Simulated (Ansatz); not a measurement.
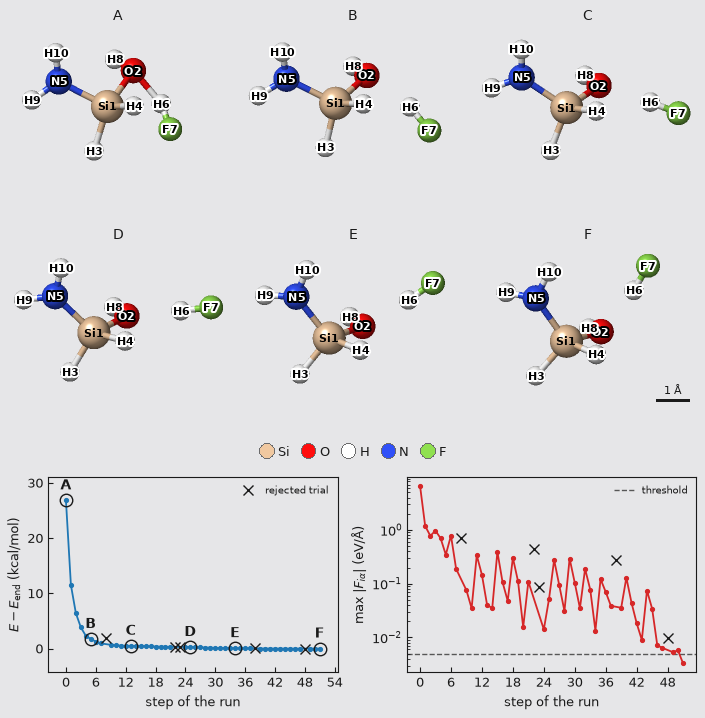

Frames of a relaxation of SiNH$_{6}$OF (started from a transition state, displaced along its imaginary mode), marked on the history of the run. A ball-and-stick model, seen at a tilt.

Level of theory: RKS PBE0-D4/def2-TZVP in Ansatz.

Input
```yaml
crystal:
  periodic: [false, false, false]
  atoms:
    - {symbol: Si, position_ang: [-0.447139, 0.058698, -0.109664]}
    - {symbol: O, position_ang: [0.740908, -0.904844, 0.710233]}
    - {symbol: H, position_ang: [-0.728864, -0.117201, -1.565192]}
    - {symbol: H, position_ang: [-1.655862, 0.012524, 0.754878]}
    - {symbol: N, position_ang: [0.351514, 1.549909, -0.107390]}
    - {symbol: H, position_ang: [0.001445, -1.904446, 0.230349]}
    - {symbol: F, position_ang: [-0.699673, -2.193122, -0.188276]}
    - {symbol: H, position_ang: [1.642721, -0.687192, 0.460673]}
    - {symbol: H, position_ang: [0.284705, 2.129049, -0.928951]}
    - {symbol: H, position_ang: [0.510245, 2.056625, 0.743241]}
basis:
  gaussian: {orbitals: def2-TZVP}
hamiltonian: {xc: pbe0, dispersion: d4}
relax: {f_tol: 0.005, max_steps: 200}
```

Launched with:
```bash
ansatz run in.yaml --threads 4 --pin off --events-out ev --progress --plain --max-ram 9574MiB
```

Describe the path.

Answer. The energy falls by 26.8 kcal/mol in 46 accepted moves (51 points after the start). Largest force component: 6.7 eV/Å at the start, 0.0033 eV/Å at the end. The line search rejected the trial steps at points 8, 22, 23, 38, 48 of the run. The atom that moves furthest after the best rigid fit is F7 (2.57 Å). By element the largest moves are F 2.57 Å, H 1.60 Å, O 1.32 Å, Si 0.60 Å, N 0.37 Å. Some distances before and after: Si1–F7 2.267 → 3.457 Å, Si1–H6 2.042 → 2.734 Å, O2–H6 1.333 → 1.665 Å, H6–F7 0.866 → 0.944 Å. Bond angles that change, for instance: O2–Si1–N5 99.5° → 115.9°, O2–Si1–H3 121.6° → 107.8°, H3–Si1–N5 101.2° → 106.8°. Groups turn about Si1–O2 by about 30°. The run took 78 s on 4 threads of Arm Neoverse V2 (shared host). From step 0 to 5: F7 moves most (0.83 Å), energy −25.1 kcal/mol. From step 5 to 13: F7 moves most (0.65 Å), energy −1.24 kcal/mol. From step 13 to 25: F7 moves most (0.71 Å), energy −0.22 kcal/mol. From step 25 to 34: F7 moves most (0.77 Å), energy −0.20 kcal/mol. From step 34 to 51: F7 moves most (0.64 Å), energy −0.07 kcal/mol.

```
step  E − E(0), kcal/mol  largest force component, eV/Å      note
   0                0.00                         6.6796          
   1              -15.32                         1.1819          
   2              -20.43                         0.7771          
   3              -22.98                         0.9722          
   4              -24.50                         0.6964          
   5              -25.08                         0.3464          
   6              -25.54                         0.7876          
   7              -25.87                         0.1884          
   8              -24.96                         0.7221  rejected
   9              -26.13                         0.0754          
  10              -26.24                         0.0348          
  12              -26.31                         0.1463          
  14              -26.35                         0.0351          
  16              -26.40                         0.1069          
  19              -26.46                         0.1108          
  21              -26.50                         0.1094          
  23              -26.50                         0.0886  rejected
  25              -26.54                         0.0513          
  27              -26.59                         0.0927          
  29              -26.63                         0.2940          
  32              -26.72                         0.1885          
  34              -26.75                         0.0134          
  36              -26.77                         0.0702          
  38              -26.77                         0.2796  rejected
  40              -26.80                         0.1295          
  42              -26.81                         0.0184          
  45              -26.81                         0.0342          
  47              -26.82                         0.0064          
  49              -26.82                         0.0053          
  51              -26.82                         0.0033
```
